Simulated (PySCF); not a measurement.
## SiPNH$_{4}$ClO$_{4}$F: NMR shielding calculation

The run: NMR shielding calculation of SiPNH$_{4}$ClO$_{4}$F, SMILES N[Si](F)(Cl)OP(=O)(O)O. Method and program: GIAO PBE0/pcSseg-1 NMR shielding, non-relativistic, gas phase (PySCF 2.14.0).

The geometry comes from this level: PBE0-D3(BJ)/def2-SVP. Figures and captions count atoms from 1; the log counts them from 0 in places.

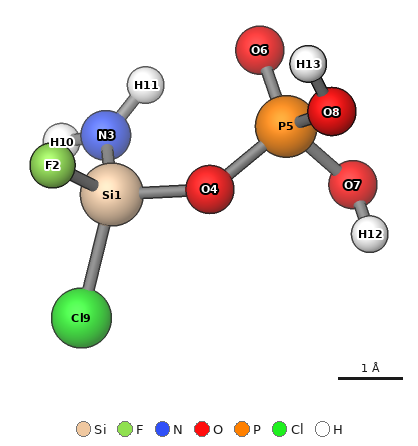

Fig. 1: The structure (ball-and-stick view, seen at a tilt; atoms are numbered from 1 in the order of the input).

Summary

- outcome: converged
- total energy: −1548.301757 hartree
- HOMO: −8.33 eV
- LUMO: 0.13 eV
- dipole moment: 0.98 D
- isotropic shielding, Si: 400.0 ppm
- isotropic shielding, F: 280.1 ppm
- isotropic shielding, N: 228.6 ppm
- isotropic shielding, O: 182.5 to 230.9 ppm
- isotropic shielding, P: 324.4 ppm
- hardware: 1 CPU thread, shared host
- wall time: 30 s
- peak memory: 1.1 GiB

The input
```
{"job": {"kind": "nmr", "xc": "PBE0", "basis": "pcSseg-1"}, "charge": 0, "multiplicity": 1}
Si    -1.736497    -1.342768    -1.118007
F     -1.800357    -2.640059    -0.163698
N     -2.515829     0.026037    -0.548373
O     -0.102142    -1.030693    -1.269448
P      0.765436     0.202987    -0.713936
O      0.096182     0.985835     0.342285
O      1.151736     1.034527    -2.015770
O      2.163211    -0.481647    -0.328902
Cl    -2.464397    -1.963169    -2.917678
H     -3.503064     0.217531    -0.645064
H     -1.987765     0.683847     0.024665
H      1.591633     0.508661    -2.696216
H      2.171115    -0.799595     0.583247
```

The first line tells a small driver script what to run in PySCF; the rest is the geometry in Å.

Command:
```bash
OMP_NUM_THREADS=1 python <driver script> task.json out
```

Output
```
coarse grid: 13848 points
cycle   1  E = -1547.8768501131  dE =  1.785e+00  |g| = 1.385e+00  |ddm| = 3.650e+00
cycle   2  E = -1547.4906122688  dE =  3.862e-01  |g| = 2.026e+00  |ddm| = 2.146e+00
cycle   3  E = -1548.1915967909  dE = -7.010e-01  |g| = 3.088e-01  |ddm| = 1.449e+00
cycle   4  E = -1548.2083823102  dE = -1.679e-02  |g| = 6.754e-02  |ddm| = 2.240e-01
cycle   5  E = -1548.2090843205  dE = -7.020e-04  |g| = 1.649e-02  |ddm| = 4.326e-02
cycle   6  E = -1548.2091319778  dE = -4.766e-05  |g| = 5.527e-03  |ddm| = 1.619e-02
cycle   7  E = -1548.2091370636  dE = -5.086e-06  |g| = 1.846e-03  |ddm| = 4.321e-03
final grid: 124520 points
cycle   8  E = -1548.3017366517  dE = -3.120e-05  |g| = 1.093e-02  |ddm| = 1.686e-02
cycle   9  E = -1548.3017144747  dE =  2.218e-05  |g| = 1.546e-02  |ddm| = 1.442e-02
cycle  10  E = -1548.3017565631  dE = -4.209e-05  |g| = 1.269e-03  |ddm| = 8.938e-03
cycle  11  E = -1548.3017568017  dE = -2.385e-07  |g| = 4.494e-04  |ddm| = 1.024e-03
cycle  12  E = -1548.3017568340  dE = -3.236e-08  |g| = 1.207e-04  |ddm| = 3.036e-04
cycle  13  E = -1548.3017568364  dE = -2.382e-09  |g| = 4.511e-05  |ddm| = 1.014e-04
cycle  14  E = -1548.3017568367  dE = -3.197e-10  |g| = 1.302e-05  |ddm| = 3.232e-05
```

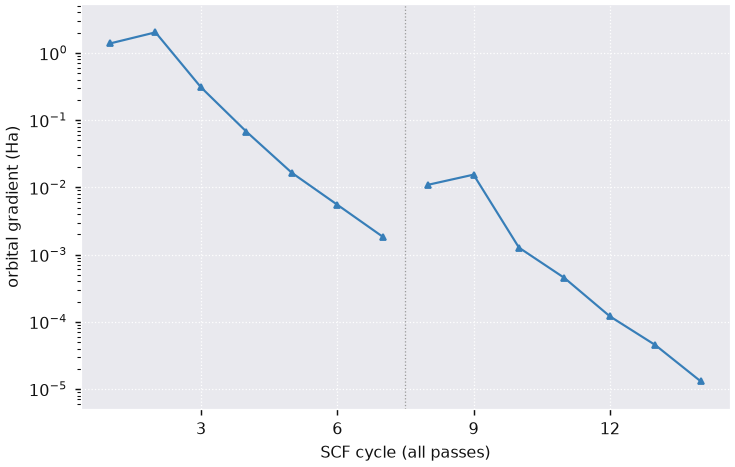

Fig. 2: Convergence of the self-consistent field: orbital gradient against the SCF cycle. The dotted line marks the change from a coarse to the final integration grid. The first 7 cycles use a coarse grid, the final grid takes over at cycle 8, and the field converges after 14 cycles in all.

```
converged SCF energy = -1548.3017568367

GIAO shielding tensors (ppm)
atom      isotropic    diamagn.    paramagn.     s11        s22        s33       span
  0 Si     400.028     878.610    -478.582    365.114    392.078    442.892     77.778
  1 F      280.114     469.246    -189.132    233.549    248.487    358.305    124.756
  2 N      228.551     322.628     -94.077    204.162    218.775    262.715     58.553
  3 O      185.510     404.613    -219.103    152.247    157.022    247.262     95.015
  4 P      324.397     968.050    -643.653    242.287    260.787    470.116    227.829
  5 O      182.484     400.689    -218.205    151.163    166.370    229.920     78.758
  6 O      230.930     389.419    -158.489    182.669    218.793    291.328    108.659
  7 O      219.375     391.873    -172.498    170.758    193.649    293.718    122.959
  8 Cl     903.204    1146.657    -243.453    816.155    833.255   1060.201    244.045
  9 H       29.871      28.158       1.714     22.767     25.470     41.377     18.611
 10 H       27.475      34.071      -6.596     16.897     26.194     39.335     22.439
 11 H       27.899      29.422      -1.524     21.238     22.857     39.602     18.364
 12 H       27.873      32.842      -4.969     20.763     23.096     39.760     18.997
```

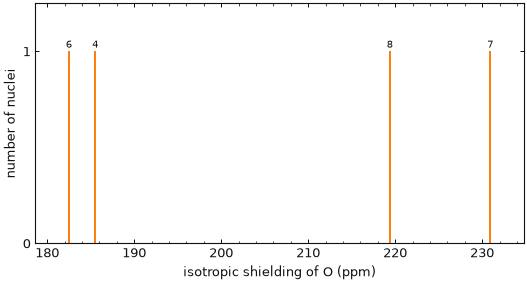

Fig. 3: Isotropic shieldings of the oxygen nuclei in this fixed geometry, labelled by atom number; shielding grows to the right, so chemical shift grows to the left. The least shielded is O6 (182.5 ppm), the most shielded O7 (230.9 ppm).
